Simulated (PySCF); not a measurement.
C$_{7}$H$_{15}$NSi

The calculation's input:

```
{"job": {"kind": "nmr", "xc": "PBE0", "basis": "pcSseg-1"}, "charge": 0, "multiplicity": 1}
C     -3.465898    -0.528994     0.190783
C     -2.742120     0.410051    -0.765826
C     -1.383897     0.834790    -0.213798
N     -0.505524    -0.303775    -0.072217
C      0.820446     0.047572     0.414248
C      1.627232    -1.199305     0.652268
C      2.868176    -1.260322     0.201659
C      3.435143    -0.084302    -0.537518
Si     1.961722     1.108306    -0.730117
H     -4.398931    -0.878168    -0.245482
H     -2.835534    -1.385681     0.411595
H     -3.690385    -0.018716     1.124531
H     -2.596191    -0.089274    -1.727046
H     -3.347696     1.301611    -0.941181
H     -1.514566     1.273020     0.781624
H     -0.942987     1.616940    -0.863709
H     -0.421060    -0.784946    -0.963988
H      0.659266     0.542302     1.381995
H      1.150412    -2.007644     1.185958
H      3.499283    -2.124419     0.356939
H      3.870983    -0.405699    -1.484969
H      4.252508     0.352963     0.039047
H      1.466891     1.139894    -2.111869
H      2.220990     2.463558    -0.241904
```

Command:

```sh
OMP_NUM_THREADS=1 python probes_run.py task.json out
```

Geometry: GFN2-xTB.

Method: PySCF 2.14.0, PBE0/pcSseg-1, SCF density, gas phase, non-relativistic.

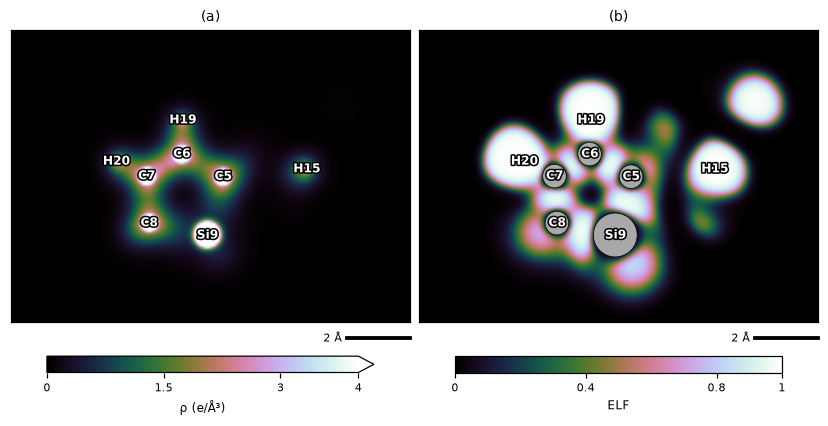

Figure 1. (a) electron density; (b) ELF on the plane of atoms C6, C7 and H20. Grey discs cover the atomic cores in the ELF map.

Q: What do the fields say about this system?

A: The section cuts through C, Si and H sites. C–C (1.32 Å): the density is about 2.3 e/Å³ at the midpoint; the ELF peaks at about 0.95 between the atoms: a short, multiple covalent bond. C–Si (1.91 Å): the density is about 0.91 e/Å³ at the midpoint; the ELF peaks at about 0.95 between the atoms; a covalent bond. C–C (1.50 Å): ρ at the midpoint is about 1.7 e/Å³; the ELF peaks at about 0.95 between the atoms (a shared electron pair). C–H (1.08 Å): ρ is about 2 e/Å³ halfway; the ELF climbs to about 1 towards the hydrogen, as it does in any bond to H (an ordinary covalent bond to hydrogen).

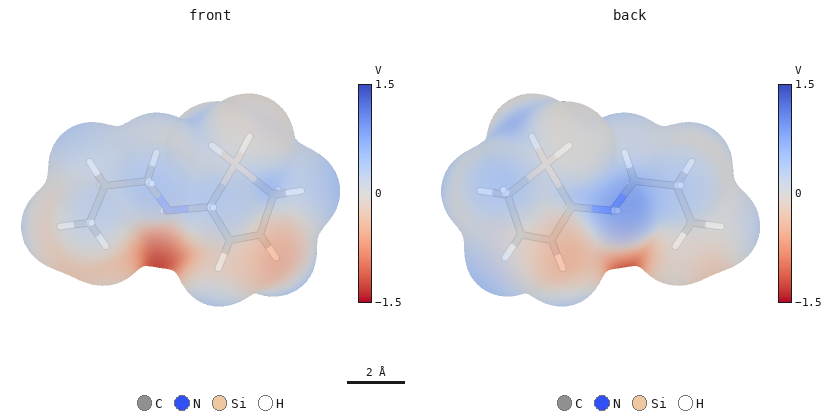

Figure 2. The electrostatic potential painted on the density surface at 0.001 e/bohr³, seen from the front and from behind; red is negative and blue positive.

Q: Which sites attract a positive test charge, and which a negative one?

A: A positive charge is drawn to the negative regions and a negative charge to the positive ones. The most negative region (about −1.2 V, or −28 kcal/mol for a unit charge) lies over N4 and H11, the most positive (about +0.9 V, or +21 kcal/mol for a unit charge) over H17.

Q: How polar is the molecule by this calculation?

A: Its dipole moment is 0.79 D.
